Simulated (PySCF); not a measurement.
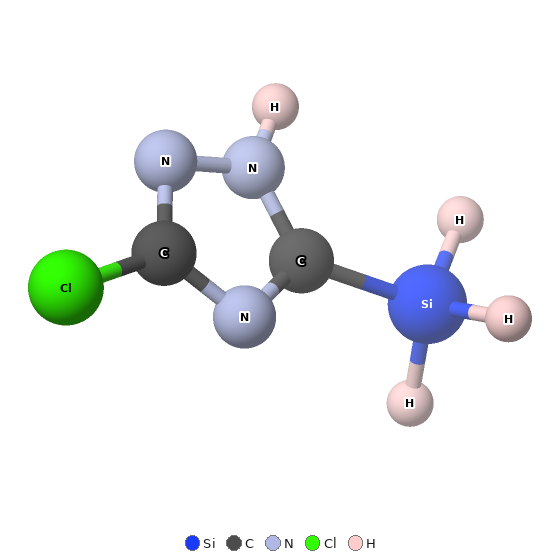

Structure of C₂H₄ClN₃Si, SMILES [SiH3]c1nc(Cl)n[nH]1.

Vertical TDHF excitations, HF/def2-SVPD, PySCF 2.14.0, at a PBE0-D3(BJ)/def2-SVP geometry (no frequency check), gas phase.

Question: Where does it absorb, and how strongly?

Answer: The lowest singlet lies at 6.89 eV (180 nm, f = 0.203); the brightest of the first 10 is S7 at 8.56 eV (145 nm), f = 0.642, mixed, the largest part being HOMO → LUMO+5 (27 %). No singlet lies below 3.1 eV (beyond 400 nm), so at this level no vertical transition falls in the visible.


```
state  E (eV)  λ (nm)      f           main character
   S1    6.89     180  0.203     HOMO → LUMO+1 (39 %)
   S2    7.64     162  0.001   HOMO−1 → LUMO+1 (22 %)
   S3    7.70     161  0.007   HOMO−3 → LUMO+1 (37 %)
   S4    7.85     158  0.001       HOMO → LUMO (49 %)
   S5    8.04     154  0.000  HOMO−3 → LUMO+11 (20 %)
   S6    8.25     150  0.002     HOMO → LUMO+3 (43 %)
   S7    8.56     145  0.642     HOMO → LUMO+5 (27 %)
   S8    8.98     138  0.001     HOMO → LUMO+4 (27 %)
   S9    9.12     136  0.001   HOMO−3 → LUMO+11 (9 %)
  S10    9.26     134  0.026     HOMO−1 → LUMO (31 %)
```

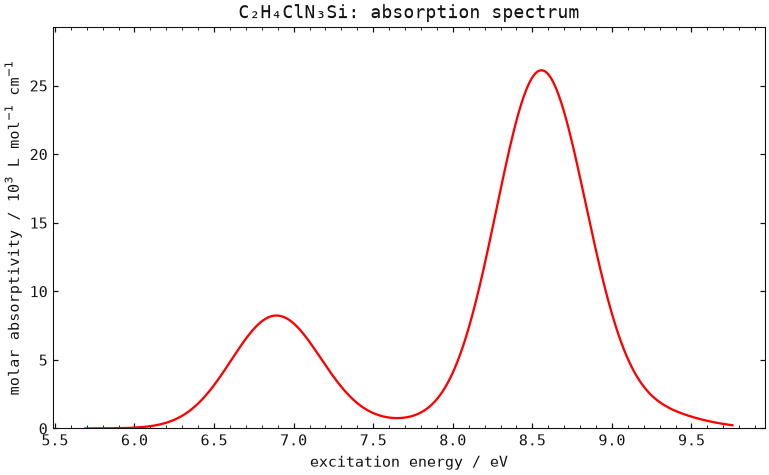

The lowest 10 singlet states are shown; each is broadened by a Gaussian of 1/e half-width 0.40 eV.

Caveats: core orbitals are frozen in the response.
